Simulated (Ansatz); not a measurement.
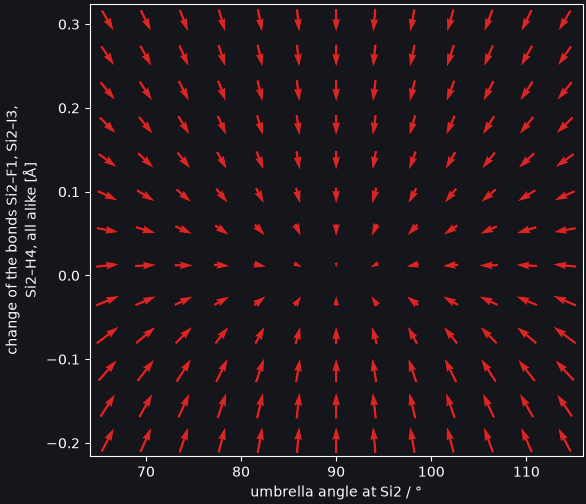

FHISi, SMILES F[SiH+]I, charge +1. The first coordinate is: umbrella angle at Si2 (between each of its bonds and their common axis; 90 is planar); the second: change of the bonds Si2–F1, Si2–I3, Si2–H4, all alike. Nothing is relaxed (all other coordinates rigid). The grid has 13 × 13 points; 91 points were computed and 78 follow by symmetry. Points are written as (first, second). Method: RKS PBE-D4/def2-TZVP in Ansatz.

In the figure: arrows along the force (downhill), their lengths compressed.

**The arrows alone are given. Where is the energy lowest?**

The arrows converge at about (90°, 0.000 Å) (read from the interpolated surface).

The energy map of the same scan:

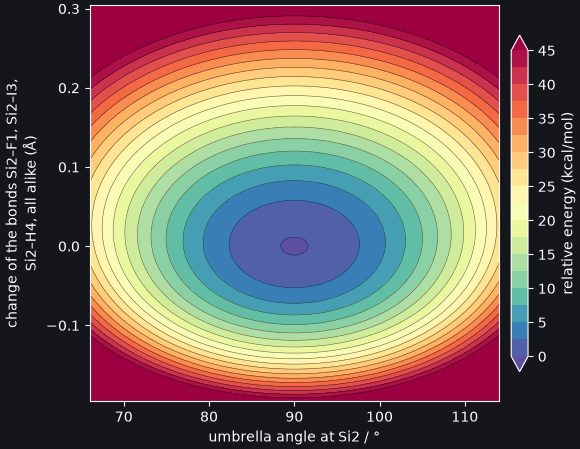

Energies are in kcal/mol, from the lowest grid point; between grid points the surface is interpolated.
